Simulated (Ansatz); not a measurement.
# BCCD(T)/6-31G(d) (spherical functions) run of Si3H8 (SMILES [SiH3][SiH2][SiH3])

What is the energy change on altering one bond length of Si3H8 at BCCD(T)/6-31G* (spherical functions)? 

Program for the calculation: Ansatz 0.2.0.

34 further runs of the same task are left out: 34 set aside as unsound or not needed.

### Step 1. The molecule

The species is Si3H8 (11 atoms), meant as a singlet with charge 0. SMILES: `[SiH3][SiH2][SiH3]`. The coordinates come from a PBE0-D4/def2-TZVP relaxation.

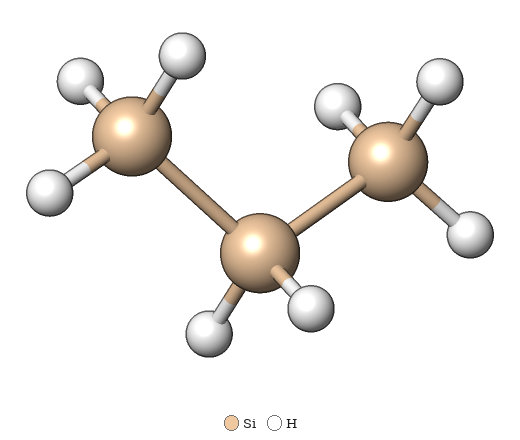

Viewed from a chosen angle; silicon light orange, hydrogen white.

### Step 2. A single-point energy at BCCD(T)/6-31G(d) (spherical functions)

File job.yaml:

```yaml
crystal:
  periodic: [false, false, false]
  atoms:
    - {symbol: Si, position_ang: [-1.292570, 1.366730, -0.525270]}
    - {symbol: Si, position_ang: [-0.462570, -0.807300, -0.296320]}
    - {symbol: Si, position_ang: [1.631930, -0.774400, 0.742750]}
    - {symbol: H, position_ang: [-2.625850, 1.367720, -1.185120]}
    - {symbol: H, position_ang: [-0.354030, 2.180440, -1.344070]}
    - {symbol: H, position_ang: [-1.422540, 2.000090, 0.814640]}
    - {symbol: H, position_ang: [-0.343400, -1.440160, -1.640160]}
    - {symbol: H, position_ang: [-1.410380, -1.620800, 0.516390]}
    - {symbol: H, position_ang: [1.515950, -0.154940, 2.090430]}
    - {symbol: H, position_ang: [2.583820, 0.031780, -0.068050]}
    - {symbol: H, position_ang: [2.179610, -2.149160, 0.894770]}
basis:
  gaussian: {orbitals: 6-31G_st_-spherical.json}
correlation: {method: bccd_t, frozen_orbitals: {H: 0, Si: 5}}
accuracy: high
scf: {omitted_lower_state_checks: [cluster_reference, increment]}
```

The basis set 6-31G* is read from a file made from the Basis Set Exchange's data (not shown).

On the command line:

```
$ ansatz run job.yaml --threads 1 --pin off --max-ram 3480MiB --events-out events.jsonl --progress --plain --runs-dir runs
```

Standard output:

```text
Warning: RAYON_NUM_THREADS=1 ignored (pool sized by the plan → 1); use --threads N
Functional definition: HF
  name "HF"
  exchange = exact_x
  correlation = 0
these checks for a lower state are left out or cut short: cluster_reference, increment
1621 factors; integrals over basis functions are off by at most 3.4e-9 eV
mean field evaluation 1: about -23710.0516 eV, gradient 1.4e1 eV
mean field evaluation 2: about -23710.1762 eV, gradient 1.5e1 eV
mean field evaluation 4: about -23711.5226 eV, gradient 5.7e-1 eV
mean field evaluation 8: about -23711.5257 eV, gradient 9.7e-5 eV
mean field -23711.52573366 eV, -871.3824984625 hartree, gradient 4.6e-8 eV, S^2 0.000000; 0 other end points of the search recorded, 0 dependent functions left out
15 core orbitals not correlated: weight in the atoms' cores, before any rotation towards them, 1.000 or more for the frozen orbitals, at most 0.000 for the correlated occupied ones
reference -23711.52573366 eV, -871.3824984625 hartree; 10, 10 occupied and 45, 45 virtual orbitals, 1621 factors
second order -6.47869474 eV of doubles, -0.00000000 eV of singles
cycle   1  -7.66634888 eV  change    -1.2e0 eV  update   8.9e-2
cycle   2  -8.12103720 eV  change   -4.5e-1 eV  update   3.3e-2
cycle   3  -8.14118192 eV  change   -2.0e-2 eV  update   8.1e-3
cycle   4  -8.13452500 eV  change    6.7e-3 eV  update   2.3e-3
cycle   5  -8.13355457 eV  change    9.7e-4 eV  update   6.0e-4
cycle   6  -8.13334717 eV  change    2.1e-4 eV  update   1.5e-4
cycle   7  -8.13331374 eV  change    3.3e-5 eV  update   3.9e-5
cycle   8  -8.13333417 eV  change   -2.0e-5 eV  update   1.2e-5
cycle   9  -8.13334200 eV  change   -7.8e-6 eV  update   3.8e-6
cycle  10  -8.13334059 eV  change    1.4e-6 eV  update   9.9e-7
cycle  11  -8.13334075 eV  change   -1.5e-7 eV  update   2.8e-7
cycle  12  -8.13334072 eV  change    2.2e-8 eV  update   9.9e-8
cycle  13  -8.13334079 eV  change   -6.7e-8 eV  update   4.4e-8
cycle  14  -8.13334083 eV  change   -3.9e-8 eV  update   2.6e-8
cycle  15  -8.13334131 eV  change   -4.8e-7 eV  update   1.1e-7
cycle  16  -8.13334138 eV  change   -7.4e-8 eV  update   2.9e-8
cycle  17  -8.13334140 eV  change   -1.8e-8 eV  update   8.1e-9
cycle  18  -8.13334140 eV  change  -9.4e-10 eV  update   2.7e-9
cycle  19  -8.13334140 eV  change   2.0e-10 eV  update  7.9e-10
perturbative correction -0.23214065 eV, -0.0085310117 hartree
Total energy: -23719.89121571 eV, -871.6899242577 hartree
Checks for a lower state left out: cluster_reference, increment
```

It took 4.2 s on 1 thread of AMD EPYC 9R45 (Zen 5), shared host; peak memory 0.31 GiB.

### Step 3. The distorted shape at the same level

File in.yaml:

```yaml
crystal:
  periodic: [false, false, false]
  atoms:
    - {symbol: Si, position_ang: [-1.417083, 1.692868, -0.559616]}
    - {symbol: Si, position_ang: [-0.462570, -0.807300, -0.296320]}
    - {symbol: Si, position_ang: [1.631930, -0.774400, 0.742750]}
    - {symbol: H, position_ang: [-2.750363, 1.693858, -1.219466]}
    - {symbol: H, position_ang: [-0.478543, 2.506578, -1.378416]}
    - {symbol: H, position_ang: [-1.547053, 2.326228, 0.780294]}
    - {symbol: H, position_ang: [-0.343400, -1.440160, -1.640160]}
    - {symbol: H, position_ang: [-1.410380, -1.620800, 0.516390]}
    - {symbol: H, position_ang: [1.515950, -0.154940, 2.090430]}
    - {symbol: H, position_ang: [2.583820, 0.031780, -0.068050]}
    - {symbol: H, position_ang: [2.179610, -2.149160, 0.894770]}
basis:
  gaussian:
    orbitals: 6-31G_st_-spherical.json
accuracy: high
scf:
  omitted_lower_state_checks: [cluster_reference, increment]
correlation:
  method: bccd_t
  frozen_orbitals: {H: 0, Si: 5}
```

The basis set 6-31G* is read from a file made from the Basis Set Exchange's data (not shown).

On the command line:

```
$ ansatz run in.yaml --threads 1 --pin off --max-ram 3480MiB --events-out events.jsonl --progress --plain --runs-dir runs
```

Standard output:

```text
Warning: RAYON_NUM_THREADS=1 ignored (pool sized by the plan → 1); use --threads N
Functional definition: HF
  name "HF"
  exchange = exact_x
  correlation = 0
these checks for a lower state are left out or cut short: cluster_reference, increment
1609 factors; integrals over basis functions are off by at most 3.8e-9 eV
mean field evaluation 1: about -23709.6465 eV, gradient 1.4e1 eV
mean field evaluation 2: about -23709.7620 eV, gradient 1.4e1 eV
mean field evaluation 4: about -23711.0757 eV, gradient 5.6e-1 eV
mean field evaluation 8: about -23711.0784 eV, gradient 9.3e-5 eV
mean field -23711.07843511 eV, -871.3660605441 hartree, gradient 6.0e-8 eV, S^2 0.000000; 0 other end points of the search recorded, 0 dependent functions left out
15 core orbitals not correlated: weight in the atoms' cores, before any rotation towards them, 1.000 or more for the frozen orbitals, at most 0.000 for the correlated occupied ones
reference -23711.07843511 eV, -871.3660605441 hartree; 10, 10 occupied and 45, 45 virtual orbitals, 1609 factors
second order -6.45898491 eV of doubles, -0.00000000 eV of singles
cycle   1  -7.65189014 eV  change    -1.2e0 eV  update   9.0e-2
cycle   2  -8.11332482 eV  change   -4.6e-1 eV  update   3.4e-2
cycle   3  -8.13616479 eV  change   -2.3e-2 eV  update   8.1e-3
cycle   4  -8.13059033 eV  change    5.6e-3 eV  update   2.3e-3
cycle   5  -8.12964335 eV  change    9.5e-4 eV  update   6.2e-4
cycle   6  -8.12946932 eV  change    1.7e-4 eV  update   1.7e-4
cycle   7  -8.12944821 eV  change    2.1e-5 eV  update   4.8e-5
cycle   8  -8.12947323 eV  change   -2.5e-5 eV  update   1.5e-5
cycle   9  -8.12948333 eV  change   -1.0e-5 eV  update   5.0e-6
cycle  10  -8.12948173 eV  change    1.6e-6 eV  update   1.3e-6
cycle  11  -8.12948205 eV  change   -3.2e-7 eV  update   4.2e-7
cycle  12  -8.12948201 eV  change    4.1e-8 eV  update   1.6e-7
cycle  13  -8.12948215 eV  change   -1.4e-7 eV  update   6.1e-8
cycle  14  -8.12948219 eV  change   -4.3e-8 eV  update   3.4e-8
cycle  15  -8.12948220 eV  change   -1.4e-8 eV  update   2.4e-8
cycle  16  -8.12948227 eV  change   -7.0e-8 eV  update   1.2e-7
cycle  17  -8.12948229 eV  change   -1.6e-8 eV  update   3.1e-8
cycle  18  -8.12948229 eV  change   -4.0e-9 eV  update   9.3e-9
cycle  19  -8.12948229 eV  change   3.8e-10 eV  update   3.5e-9
cycle  20  -8.12948229 eV  change  -3.6e-10 eV  update   1.4e-9
perturbative correction -0.23906815 eV, -0.0087855925 hartree
Total energy: -23719.44698556 eV, -871.6735991006 hartree
Checks for a lower state left out: cluster_reference, increment
```

It took 4.2 s on 1 thread of AMD EPYC 9R45 (Zen 5), shared host; peak memory 0.31 GiB.

### Step 4. Outcome

At BCCD(T)/6-31G* (spherical functions), 15 core orbitals frozen:

| quantity | value |
| --- | --- |
| first shape: total energy | -871.68992 Eh |
| first shape: correlation energy (15 core orbitals frozen) | -307.4 mEh |
| first shape: (T) correction | -8.53 mEh |
| distorted shape: total energy | -871.67360 Eh |
| distorted shape: correlation energy (15 core orbitals frozen) | -307.5 mEh |
| distorted shape: (T) correction | -8.79 mEh |
| energy change with the Si1–Si2 bond stretched from 2.338 to 2.689 Å | 0.444 eV |

In words: With the Si1–Si2 bond stretched from 2.338 to 2.689 Å the energy rises by 0.44 eV (10.2 kcal/mol). The first shape isn't relaxed at this level, so the change isn't measured from a minimum. The triples (first shape) make up 2.8 % of the correlation energy. The triples (distorted shape) make up 2.9 % of the correlation energy.
